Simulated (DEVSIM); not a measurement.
Structure: Ni/SiO2/p-Ge capacitor, at 450 K.

```csv
layer (left to right),material,thickness (nm),Na (cm⁻³)
1,SiO2,45.0,-
2,Ge,3300,3.2e16
```

Metal gate on the left, work function 5.1 eV. Fixed charge at the semiconductor interface -4.9e11 cm⁻² (in units of +e); no interface traps.

The device is made up for the run: typed textbook-type constants, with dimensions and the other settings drawn at random. Values at 300 K; Nc and Nv go as T^1.5, mobilities as T to minus their exponent, the gap by Varshni's rule with the affinity fixed.

| parameter | SiO2 | Ge |
|---|---|---|
| gap (eV) | 9 | 0.664 |
| affinity (eV) | 0.9 | 4 |
| permittivity | 3.9 | 16 |
| Nc (cm⁻³) | - | 1.04e19 |
| Nv (cm⁻³) | - | 6e18 |
| Varshni α (eV/K) | - | 0.000477 |
| Varshni β (K) | - | 235 |

Model (solved in DEVSIM): 1D Poisson equation in equilibrium, Boltzmann statistics, complete ionisation; no quantum confinement or tunnelling. Metal contacts follow the ideal Schottky-Mott rule: no Fermi-level pinning, no interface dipoles.

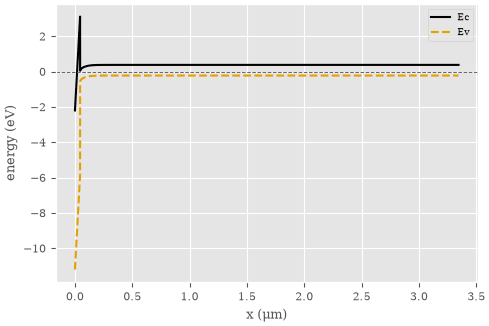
*Band edges at 6.4 V on the gate*

Energies count from the Fermi level of the right contact; mesh points crowd at the junctions.

| x (μm) | Ec (eV) | Ev (eV) | n (cm⁻³) | p (cm⁻³) | field (V/cm) |
|---|---|---|---|---|---|
| 0.000 | -2.200 | -11.200 | < 1e2 | < 1e2 | 1200000 |
| 0.001692 | -1.999 | -10.999 | < 1e2 | < 1e2 | 1200000 |
| 0.005718 | -1.521 | -10.521 | < 1e2 | < 1e2 | 1200000 |
| 0.01478 | -0.444 | -9.444 | < 1e2 | < 1e2 | 1200000 |
| 0.03489 | 1.945 | -7.055 | < 1e2 | < 1e2 | 1200000 |
| 0.04146 | 2.725 | -6.274 | < 1e2 | < 1e2 | 1200000 |
| 0.04423 | 3.053 | -5.947 | < 1e2 | < 1e2 | 1200000 |
| 0.04605 | 0.066 | -0.537 | 3.4e18 | 1.1e13 | 180000 |
| 0.04935 | 0.111 | -0.492 | 1.1e18 | 3.4e13 | 110000 |
| 0.05761 | 0.173 | -0.430 | 2.2e17 | 1.7e14 | 56000 |
| 0.07820 | 0.254 | -0.349 | 2.7e16 | 1.3e15 | 29000 |
| 0.1563 | 0.363 | -0.241 | 1.7e15 | 2.2e16 | 4600 |
| 0.3245 | 0.378 | -0.225 | 1.1e15 | 3.3e16 | 26 |
| 0.7444 | 0.378 | -0.225 | 1.1e15 | 3.3e16 | ≈ 0 |
| 2.170 | 0.378 | -0.225 | 1.1e15 | 3.3e16 | ≈ 0 |
| 2.858 | 0.378 | -0.225 | 1.1e15 | 3.3e16 | ≈ 0 |
| 3.151 | 0.378 | -0.225 | 1.1e15 | 3.3e16 | ≈ 0 |
| 3.268 | 0.378 | -0.225 | 1.1e15 | 3.3e16 | ≈ 0 |
| 3.323 | 0.378 | -0.225 | 1.1e15 | 3.3e16 | ≈ 0 |
| 3.337 | 0.378 | -0.225 | 1.1e15 | 3.3e16 | ≈ 0 |
| 3.342 | 0.378 | -0.225 | 1.1e15 | 3.3e16 | ≈ 0 |
| 3.345 | 0.378 | -0.225 | 1.1e15 | 3.3e16 | ≈ 0 |
